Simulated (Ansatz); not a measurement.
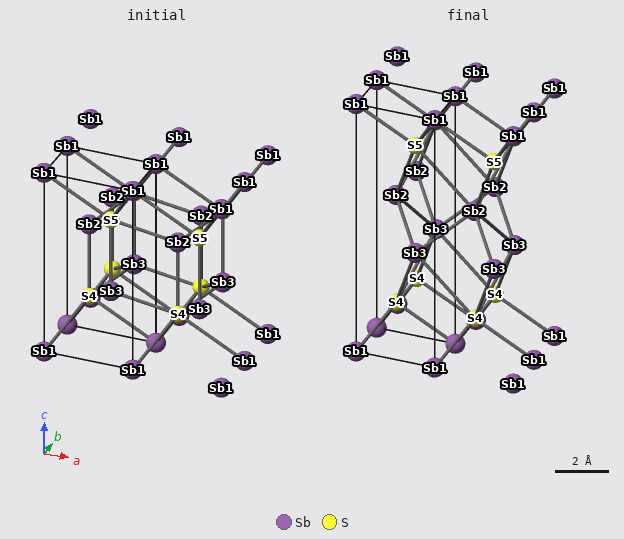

The structure of solid Sb3S2 (built on the A-type sesquioxide_164 type) (coarse preliminary run) before (left) and after (right) a relaxation, at one scale.

The picture is a ball-and-stick view of the cell of the calculation, repeated 2 × 2 × 1 with one cell outlined, seen slightly off an axis.

Case: anti-A-type sesquioxide type (P-3m1, No. 164).

Computed with DFT PBE, scalar-relativistic, plane waves, PAW (Ansatz).

Input file:
```yaml
crystal:
  lattice:
    - [4.5014125724, 0.0, 0.0]
    - [-2.2507062862, 3.8983376406, 0.0]
    - [0.0, 0.0, 7.0034667687]
  atoms:
    - { symbol: Sb, position: [0.0, 0.0, 0.0] }
    - { symbol: Sb, position: [0.3333333333, 0.6666666667, 0.645] }
    - { symbol: Sb, position: [0.6666666667, 0.3333333333, 0.355] }
    - { symbol: S, position: [0.3333333333, 0.6666666667, 0.245] }
    - { symbol: S, position: [0.6666666667, 0.3333333333, 0.755] }
basis:
  ecutwfc: 420
kpoints:
  mp_grid: { grid: [6, 6, 4] }
hamiltonian:
  xc: pbe
scf:
  occupations: { method: gaussian, width: 0.1 }
  lower_state_search: "off"
output:
  forces: true
  stress: true
  eigenvalues: true
relax:
  adjacent_minimum: "off"
  f_tol: 0.04
  max_steps: 70
  cell: { stress_tol: 0.4 }
```

Command:
```bash
ansatz run input.yaml --threads 1 --pin off --max-ram 2560MiB --backend cpu --events-out ev --progress --plain --runs-dir out
```

### Describe what moved and what it gained.

After 14 accepted moves (16 points after the start) the energy has fallen by 632 meV per atom. Largest force component: 1.4 eV/Å at the start, 0.0094 eV/Å at the end. Pressure: 5.76 GPa at the start and −0.04 GPa at the end. The SCF was repeated twice at an unchanged geometry on a basis and grid sized afresh for the cell, which shifted the energy by 24.0 meV per atom at most. The largest moves relative to the cell, 0.86 Å, are those of S4 and S5. S5 goes along +c. By element the largest moves are S 0.86 Å, Sb 0.53 Å. The volume changes by +8.9 %, with a = b 4.501 → 3.992 Å (−11.3 %), c 7.003 → 9.698 Å (+38.5 %). Among the contacts that change: Sb2–S4 2.801 → 4.209 Å, Sb2–S5 2.711 → 3.368 Å, Sb2–Sb3 3.298 → 2.895 Å, Sb1–S4 3.114 → 2.759 Å. Bonds break: Sb2–S4 (2.80 → 4.21 Å), Sb3–S5 (2.80 → 4.21 Å). The space group stays P-3m1 (No. 164).
